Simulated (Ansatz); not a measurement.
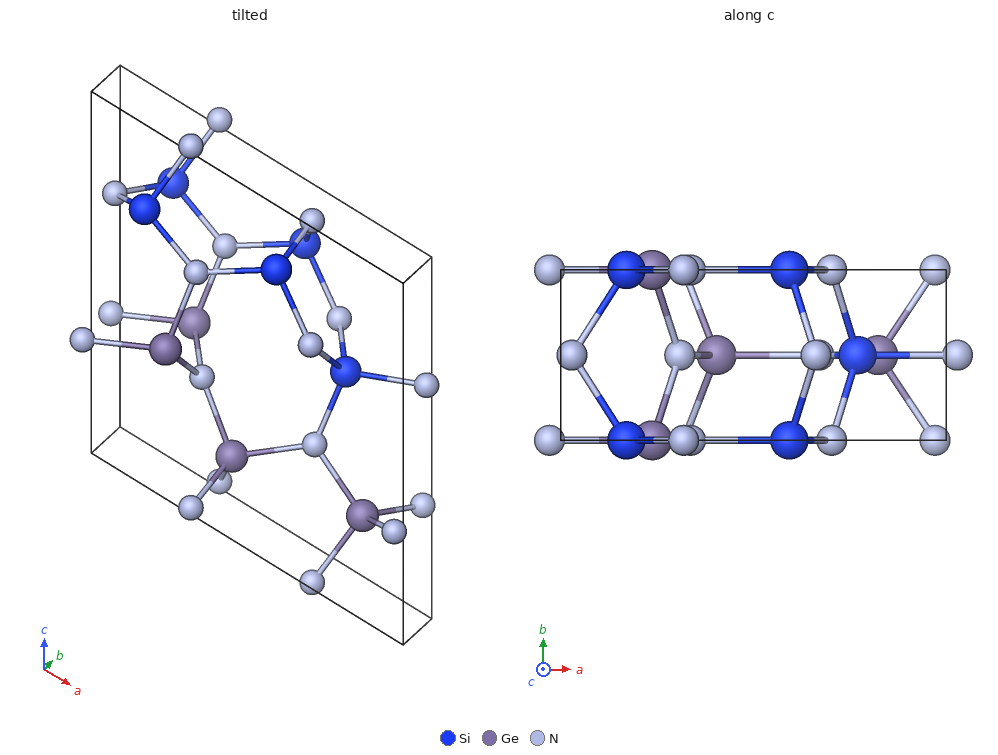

The figure gives a ball-and-stick picture of the atoms, viewed slightly off an axis and along the c axis. The lines enclose the conventional unit cell; boundary atoms appear with their images.

Si3Ge3N8, space group Pm (No. 6), a = 7.809 Å, b = 2.992 Å, c = 7.835 Å, α = 90.00°, β = 119.88°, γ = 90.00°. Its origin is a structure type filled with these elements by a generator (whether the compound takes this form wasn't checked). Earlier steps of the study may have refined or changed the cell and positions. It went into a calculation with Ansatz.

This one geometry was computed with Ansatz (DFT, plane waves, PAW) at five levels of theory: r2SCAN, PBE0, PBE, HSE06 and PBE with spin-orbit coupling. It was relaxed beforehand with r2SCAN.

Which level gives the highest pressure at this volume, and what does that say about its equilibrium volume?

Highest: PBE (6.1 GPa) and PBE with spin-orbit coupling (6.1 GPa), which points to the largest equilibrium volume. Lowest, with the smallest volume: PBE0 (-0.8 GPa) and HSE06 (-0.6 GPa). Levels within 0.5 GPa of each other can't be told apart.

How does the band gap change with the level of theory?

PBE: a gap of 3.38 eV, indirect; PBE with spin-orbit coupling: a gap of 3.38 eV, indirect; r2SCAN: a gap of 3.90 eV, indirect; HSE06: a gap of 4.91 eV, indirect; PBE0: a gap of 5.66 eV, indirect.

Collect the results in a table.

| level | cutoff (eV) | k-mesh of the run's cell | gap (eV) | pressure (GPa) |
| --- | --- | --- | --- | --- |
| r2SCAN | 500 | 4×8×4 | 3.90 | 0.0 |
| PBE0 | 420 | 2×6×2 | 5.66 | -0.8 |
| PBE | 420 | 4×8×4 | 3.38 | 6.1 |
| HSE06 | 420 | 2×6×2 | 4.91 | -0.6 |
| PBE with spin-orbit coupling | 420 | 4×8×4 | 3.38 | 6.1 |

Gaps are taken on the k-mesh or band path of each run.
